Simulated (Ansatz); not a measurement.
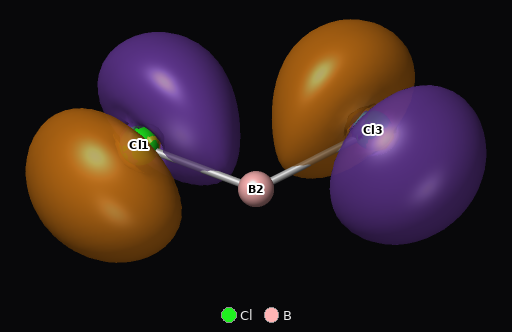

BCl$_{2}$ (SMILES Cl[B]Cl) (doublet). The HOMO−1 (α) at ±0.1 Å⁻³ᐟ² (orange and purple are the two phases), seen at a tilt.

Geometry: PBE0-D4/def2-TZVP.

Theory: UKS PBE0-D4/def2-TZVPP in Ansatz.

Input

```
crystal:
  periodic: [false, false, false]
  atoms:
    - {symbol: Cl, position_ang: [0.371479, -1.525645, 0.029984]}
    - {symbol: B, position_ang: [-0.463865, -0.050269, -0.256925]}
    - {symbol: Cl, position_ang: [0.081486, 1.511114, 0.213740]}
basis:
  gaussian: {orbitals: def2-TZVPP}
magnetization: {spin_polarized: true, initial_magnetization: 1}
hamiltonian: {xc: pbe0, dispersion: d4}
output: {orbitals: {seedname: orbitals}}
```

Launched as:

```sh
ansatz run in.yaml --threads 2 --pin off --events-out ev --progress --plain --max-ram 32768MiB --backend cpu
```

> Describe this orbital and give its energy.

It lies mainly on Cl1 (about 45 %) and Cl3 (about 45 %); it is symmetric in the molecular plane (an in-plane orbital: σ, lone-pair or in-plane π type); largely a combination of lone pairs on Cl1 and Cl3. Its energy is −9.69 eV.
